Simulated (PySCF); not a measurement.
```xyz
6

O     0.0843    1.3072    0.1847
C     0.0072    0.0469   -0.0007
O     1.0522   -0.6724   -0.0697
O    -1.1162   -0.5330   -0.1223
H     1.9109   -0.2121    0.0255
H    -1.9130    0.0327   -0.0628
```

Geometry: PBE0-D3(BJ)/def2-SVP.

Method: UKS B3LYP, IGLO-III on C O, pcH-1 on H, non-relativistic, mean-field spin-orbit, GIAO (PySCF).

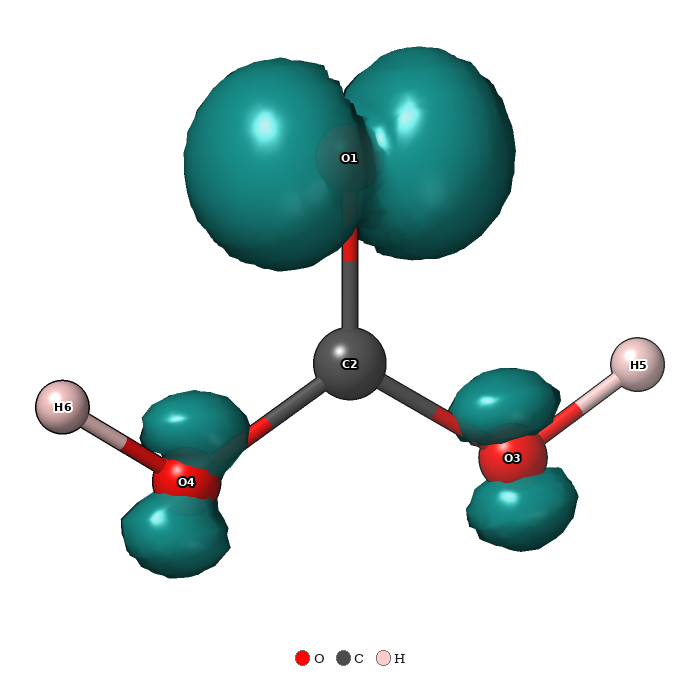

CH$_{2}$O$_{3}$ (carbonic acid cation, cis-cis conformer) (charge +1, doublet). Isosurface of the spin density (α minus β) at +0.08 e/Å³ (teal), seen at a tilt.

### Which atoms carry the spin?

The unpaired spin (1 electron) lies mostly on O1 (about 0.8), O3 (about 0.1) and O4 (about 0.1), in electrons by Hirshfeld's partition.
